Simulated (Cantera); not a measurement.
Feed: 1 mol TiCl₄, 0.59 mol O₂, equilibrated at 150 Pa.

These are equilibrium values from Cantera (NASA tables, ideal gas, pure condensed phases), not measurements of a reactor. Candidate condensed phases: Ti, TiCl₂, TiCl₃, TiCl₄, TiO, TiO₂, Ti₂O₃, Ti₃O₅, Ti₄O₇; 15 gas species. The tables' values for TiCl₂, TiOCl are old estimates; treat these amounts as uncertain. Condensed phases not in the tables: Magnéli phases beyond Ti₄O₇. Kinetics and transport are ignored.

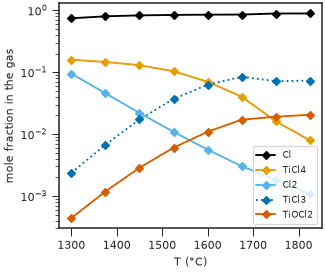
Figure. Equilibrium gas composition (values under 1e-9 drawn at 1e-9)

From 1300 °C to 1675 °C the condensed part is TiO₂(rutile). From 1750 °C to 1825 °C the condensed part is Ti₄O₇(l). The main Ti-bearing gas is TiCl₄ at 1300 °C and TiCl₃ at 1825 °C. The share of Ti in condensed phases is highest at 1750 °C (63.7 %) and lowest at 1675 °C (56.4 %).
